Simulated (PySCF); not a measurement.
# C3H7AsBN: electronic excitations

Aim: predict the electronic excitations of C3H7AsBN (`CB([AsH2])CC#N`).

Programs: PySCF 2.14.0, with density-fitted response routines of our own. Each step states its level of theory. These are calculated values for one molecule in the gas phase, unless marked as measured. Atoms are numbered from 0 throughout.

## 1. Starting geometry

13 atoms, charge 0, multiplicity 1; geometry from: GFN2-xTB.

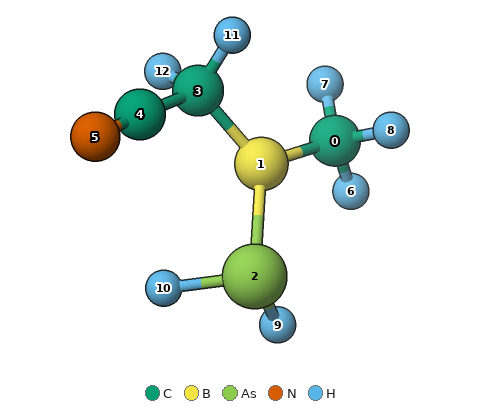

As it starts; carbon teal, boron yellow, arsenic green, nitrogen orange, hydrogen blue, atoms numbered.

## 2. Excited states and response: B3LYP/def2-SVPD

What the job is given:

```
{"job": {"kind": "uv", "xc": "B3LYP", "basis": "def2-SVPD", "nstates": 8, "ntriplets": 3}, "charge": 0, "multiplicity": 1}
C      0.418887     1.728691     0.236403
B      0.158034     0.178469     0.156478
As     1.362876    -1.153787     1.071754
C     -1.204980    -0.286237    -0.533882
C     -1.440139    -1.695964    -0.405809
N     -1.579426    -2.824498    -0.270615
H      1.470828     1.989115     0.113286
H     -0.162027     2.327655    -0.464116
H      0.147414     2.066884     1.240727
H      2.635092    -0.473497     0.645216
H      1.435919    -2.072796    -0.104411
H     -2.058402     0.248849    -0.103343
H     -1.188465    -0.032398    -1.599416
```

Method: TDDFT B3LYP/def2-SVPD, vertical, gas phase, core orbitals frozen in the response.

Command:

```console
OMP_NUM_THREADS=1 python probes_run.py task.json out
```

One launch serves the whole session: the jobs run in the order shown.

Standard output:

```text
coarse grid: 50480 points
cycle   1  E = -2433.5580530714  dE = -2.234e-01  |g| = 5.484e-01  |ddm| = 5.248e+00
cycle   2  E = -2433.4034187160  dE =  1.546e-01  |g| = 9.916e-01  |ddm| = 1.959e+00
cycle   3  E = -2433.6174904210  dE = -2.141e-01  |g| = 2.407e-01  |ddm| = 1.311e+00
cycle   4  E = -2433.6301755392  dE = -1.269e-02  |g| = 3.778e-02  |ddm| = 2.599e-01
cycle   5  E = -2433.6305091429  dE = -3.336e-04  |g| = 1.355e-02  |ddm| = 6.880e-02
cycle   6  E = -2433.6305681991  dE = -5.906e-05  |g| = 3.566e-03  |ddm| = 2.520e-02
cycle   7  E = -2433.6305715656  dE = -3.366e-06  |g| = 5.182e-04  |ddm| = 6.615e-03
final grid: 106504 points
cycle   8  E = -2433.6305750091  dE = -3.635e-08  |g| = 6.228e-04  |ddm| = 8.014e-03
cycle   9  E = -2433.6305749223  dE =  8.680e-08  |g| = 8.283e-04  |ddm| = 2.475e-03
cycle  10  E = -2433.6305751147  dE = -1.924e-07  |g| = 6.784e-05  |ddm| = 1.385e-03
cycle  11  E = -2433.6305751157  dE = -1.008e-09  |g| = 2.406e-05  |ddm| = 9.485e-05
cycle  12  E = -2433.6305751158  dE = -1.128e-10  |g| = 7.696e-06  |ddm| = 3.305e-05
converged SCF energy = -2433.6305751158

Static polarisability (au): isotropic 84.939, principal 66.371 89.394 99.053

Singlet excitations
state   eV       nm        f      main configurations
  1   4.6064    269.2   0.04270   H->L 0.94
  2   5.8041    213.6   0.00450   H-1->L 0.91
  3   6.1285    202.3   0.03250   H-2->L 0.72, H-3->L 0.17
  4   6.1701    200.9   0.06106   H->L+1 0.98
  5   6.4815    191.3   0.01592   H-3->L 0.81, H-2->L 0.19
  6   6.5515    189.2   0.01383   H->L+2 0.95
  7   6.8199    181.8   0.00198   H-4->L 0.92
  8   7.1724    172.9   0.00114   H->L+3 0.95

Triplet excitations (Tamm-Dancoff, eV): 3.7942 5.4491 5.5797
```

Run time: 2.5 min. Hardware: 1 thread of Intel Xeon at 2.50GHz, shared host; peak memory 0.73 GiB.

Frontier orbitals and where they lie:

```
orbital     eV                        atoms
 HOMO−3  -9.22   N5 33 %, C4 26 %, As2 12 %
 HOMO−2  -9.10   As2 23 %, N5 19 %, C4 15 %
 HOMO−1  -8.78    N5 32 %, C4 22 %, C3 13 %
   HOMO  -7.36    As2 60 %, B1 18 %, H9 6 %
   LUMO  -1.84   B1 45 %, As2 15 %, C3 12 %
 LUMO+1  -0.38    B1 36 %, As2 12 %, C0 8 %
 LUMO+2   0.21  As2 49 %, H10 12 %, H9 11 %
```

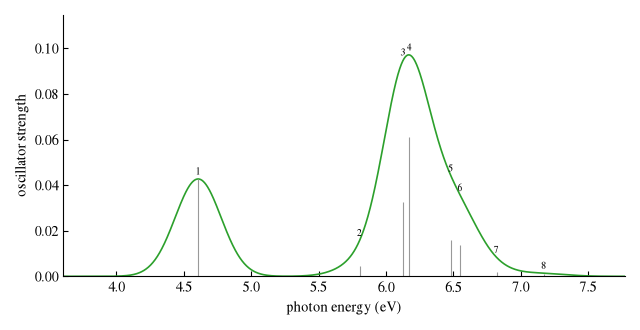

Absorption spectrum from the 8 singlet states computed; above the last one it falls off for lack of states. Lines are broadened to a width of 0.40 eV (Gaussian).

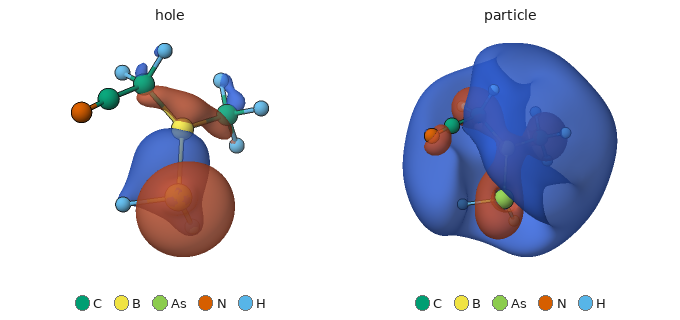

Leading natural transition orbitals of singlet state 4: the electron leaves the hole (left) for the particle orbital (right).

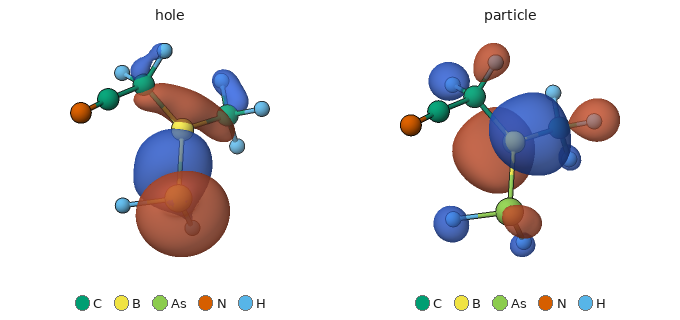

Leading natural transition orbitals of singlet state 1: the electron leaves the hole (left) for the particle orbital (right).

Ground-state properties from the same run:

```
           property  computed
  dipole moment (D)      4.57
polarisability (Å³)     12.59
 HOMO–LUMO gap (eV)      5.51
      −ε(HOMO) (eV)      7.36
```

Orbitals, density, ELF and potential are computed afterwards from the orbital file.

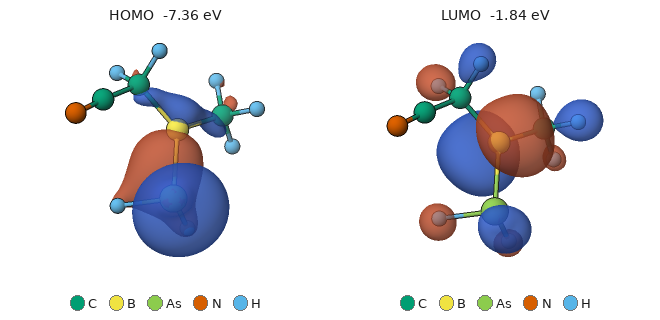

B3LYP/def2-SVPD orbitals near the gap, drawn at the value that encloses 70 % of each; the two colours are the two signs.

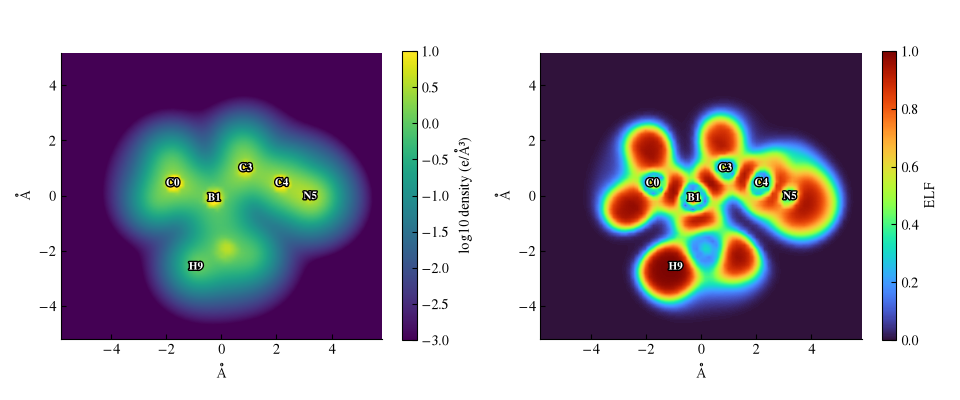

Density (left) and ELF (right) in a plane through or near 6 of the atoms.

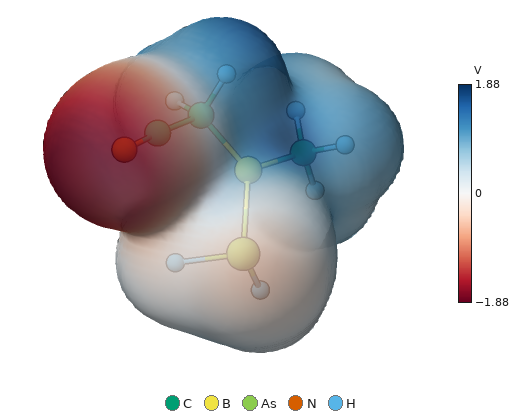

Electrostatic potential on the surface of density 0.002 e/bohr³; red is low, blue high. It runs, from the 1st to the 99th percentile, from -1.88 V near N5 to 1.52 V near B1.

## 3. What came out

```
                                quantity                        value
        lowest singlet (B3LYP/def2-SVPD)  4.61 eV (269 nm), f = 0.043
brightest single state of those computed  state 4, 6.17 eV, f = 0.061
                          lowest triplet                      3.79 eV
   surface potential, 1st and 99th percentile           -1.88 V and 1.52 V
```

**Reading.** The first singlet state (HOMO→LUMO 0.94) lies at 4.61 eV and is weak; of the 8 states computed, the strongest absorption comes from state 4 at 6.17 eV. The lowest triplet lies 0.81 eV below the lowest singlet (triplets in Tamm-Dancoff, singlets in full TDDFT). By nearest atom (B3LYP/def2-SVPD), the HOMO sits on As2 57 %; B1 18 % and the LUMO on B1 58 %; As2 9 %.
